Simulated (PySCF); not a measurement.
## Electronic structure of C6H10BNO (SMILES CO/C(C#N)=C/B(C)C) in real space

```json
{"atom": "C", "x (Å)": "3.4670", "y (Å)": "0.1439", "z (Å)": "0.0966"}
{"atom": "O", "x (Å)": "2.3088", "y (Å)": "0.0216", "z (Å)": "-0.6983"}
{"atom": "C", "x (Å)": "1.0982", "y (Å)": "0.0357", "z (Å)": "-0.0775"}
{"atom": "C", "x (Å)": "1.0857", "y (Å)": "0.1741", "z (Å)": "1.3361"}
{"atom": "N", "x (Å)": "1.1393", "y (Å)": "0.2876", "z (Å)": "2.4766"}
{"atom": "C", "x (Å)": "-0.0315", "y (Å)": "-0.0801", "z (Å)": "-0.8112"}
{"atom": "B", "x (Å)": "-1.5060", "y (Å)": "-0.0909", "z (Å)": "-0.3422"}
{"atom": "C", "x (Å)": "-2.5897", "y (Å)": "-0.2442", "z (Å)": "-1.4813"}
{"atom": "C", "x (Å)": "-1.9185", "y (Å)": "0.0406", "z (Å)": "1.1734"}
{"atom": "H", "x (Å)": "4.3053", "y (Å)": "0.1079", "z (Å)": "-0.5967"}
{"atom": "H", "x (Å)": "3.4824", "y (Å)": "1.0933", "z (Å)": "0.6406"}
{"atom": "H", "x (Å)": "3.5502", "y (Å)": "-0.6779", "z (Å)": "0.8144"}
{"atom": "H", "x (Å)": "0.1679", "y (Å)": "-0.1765", "z (Å)": "-1.8738"}
{"atom": "H", "x (Å)": "-2.4286", "y (Å)": "-1.1637", "z (Å)": "-2.0441"}
{"atom": "H", "x (Å)": "-2.4999", "y (Å)": "0.5632", "z (Å)": "-2.2081"}
{"atom": "H", "x (Å)": "-3.6162", "y (Å)": "-0.2524", "z (Å)": "-1.1248"}
{"atom": "H", "x (Å)": "-2.9938", "y (Å)": "0.0154", "z (Å)": "1.3310"}
{"atom": "H", "x (Å)": "-1.4827", "y (Å)": "-0.7568", "z (Å)": "1.7742"}
{"atom": "H", "x (Å)": "-1.5476", "y (Å)": "0.9682", "z (Å)": "1.6077"}
```

Geometry: GFN2-xTB.

Theory: PBE0/pcSseg-1, SCF density, gas phase, non-relativistic (PySCF).

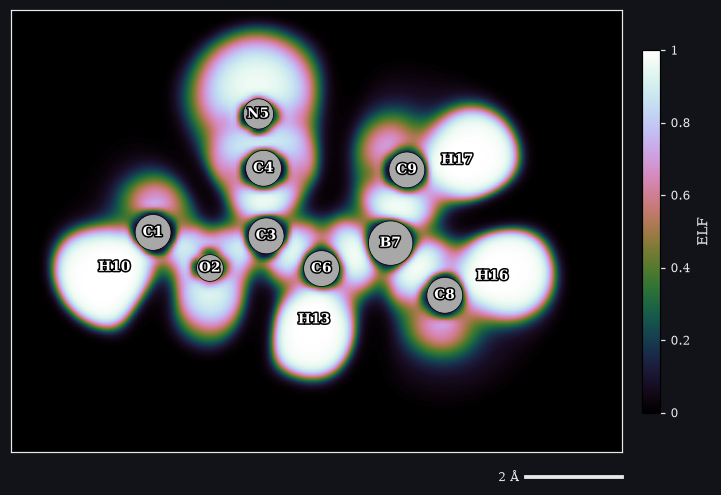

Figure 1. Electron localisation function on the plane of atoms C8, B7 and C9. Grey discs cover the atomic cores.

### Interpret the plot.

- Atoms in the plane: C, O, N, B and H.
- C–N (1.15 Å): the ELF peaks at about 0.85 between the atoms; a short, multiple covalent bond.
- C–C (1.35 Å): the ELF peaks at about 0.95 between the atoms; a covalent bond.
- C–O (1.36 Å): the ELF peaks at about 0.90 between the atoms: a polar covalent bond.
- C–B (1.55 Å): the ELF peaks at about 1 between the atoms; a shared electron pair.
- C–H (1.09 Å): the ELF climbs to about 1 towards the hydrogen, as it does in any bond to H (an ordinary covalent bond to hydrogen).
- The ELF also peaks beside O2 and N5, away from the bonds: lone-pair regions.

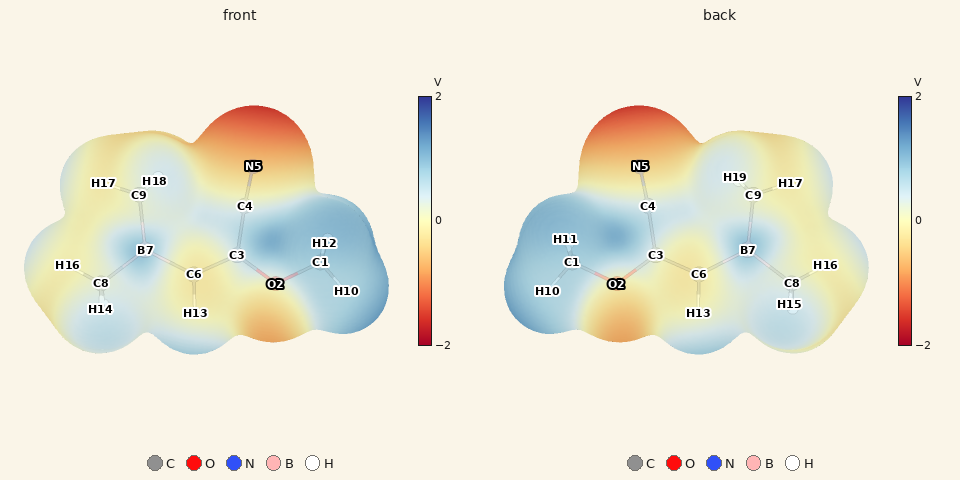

Figure 2. The molecular electrostatic potential painted on the density surface at 0.002 e/bohr³, seen from the front and from behind; the colour scale runs from red (negative) to blue (positive).

### Where is the surface potential most negative and most positive?

The most negative region (about −1.5 V, or −35 kcal/mol for a unit charge) lies over N5, the most positive (about +1.2 V, or +28 kcal/mol for a unit charge) over C1 and H10. N5 is the likeliest acceptor of a hydrogen bond.
